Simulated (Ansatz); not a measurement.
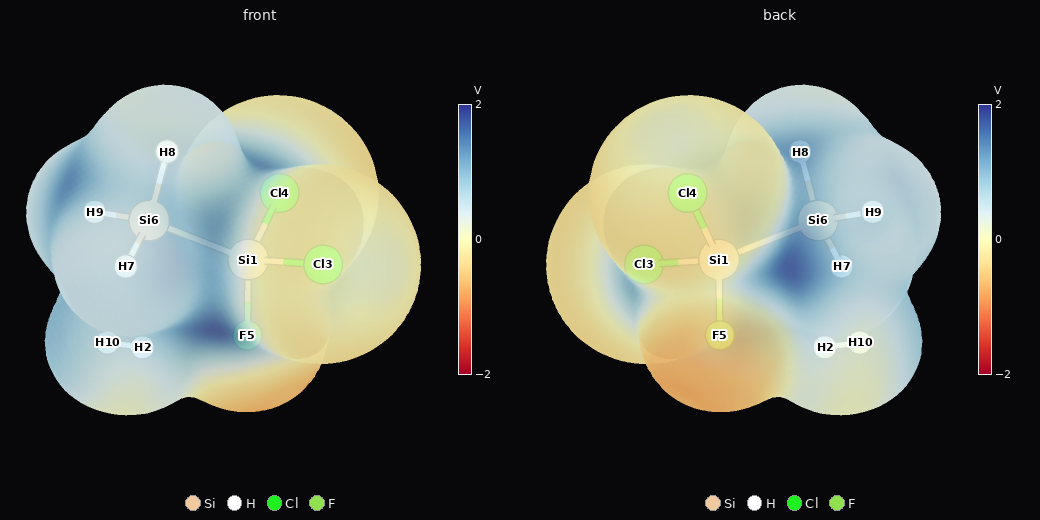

The picture shows: Cl2FH3Si2···H2. The electrostatic potential painted on the density surface at 0.002 e/bohr³, seen from the front and from behind; red is negative and blue positive.

Not at a stationary point (largest force 1.8 eV/Å).

Level of theory: Ansatz 0.2.0, RKS CAM-B3LYP/def2-SVP.

The calculation's input:

```
crystal:
  periodic: [false, false, false]
  atoms:
    - { symbol: Si, position_ang: [0.0, 0.0, 0.0] }
    - { symbol: H, position_ang: [0.0, 0.0, 1.81] }
    - { symbol: Cl, position_ang: [2.0086, 0.0, -0.7093] }
    - { symbol: Cl, position_ang: [-1.0032, 1.7381, -0.7093] }
    - { symbol: F, position_ang: [-0.7489, -1.2974, -0.5295] }
    - { symbol: Si, position_ang: [1.3216, 1.9931, 0.7946] }
    - { symbol: H, position_ang: [2.4447, 1.5395, 1.6099] }
    - { symbol: H, position_ang: [1.8257, 2.7344, -0.3577] }
    - { symbol: H, position_ang: [0.4612, 2.8616, 1.5927] }
    - { symbol: H, position_ang: [0.5224, 0.7878, 1.8966] }
basis:
  gaussian: { orbitals: def2-SVP }
hamiltonian:
  xc: cam_b3lyp
relax:
  f_tol: 0.15
  max_steps: 25
  restrain:
    - { distance: [0, 5], at: 2.22, k: 30.0 }
    - { distance: [9, 1], at: 0.66, k: 30.0 }
    - { distance: [0, 1], at: 2.66, k: 30.0 }
    - { distance: [9, 5], at: 2.66, k: 30.0 }
output:
  orbitals: {}
```

Command:

```sh
ansatz run input.yaml --threads 4 --pin off --max-ram 5120MiB --backend cpu --events-out ev --progress --plain --runs-dir out
```

The fields are those of the run's last geometry, not of the input's.

Question: Describe the electrostatic potential map.

Answer: The most negative region (about −0.7 V, or −16 kcal/mol for a unit charge) lies over F5, the most positive (about +1.7 V, or +39 kcal/mol for a unit charge) over Si1.
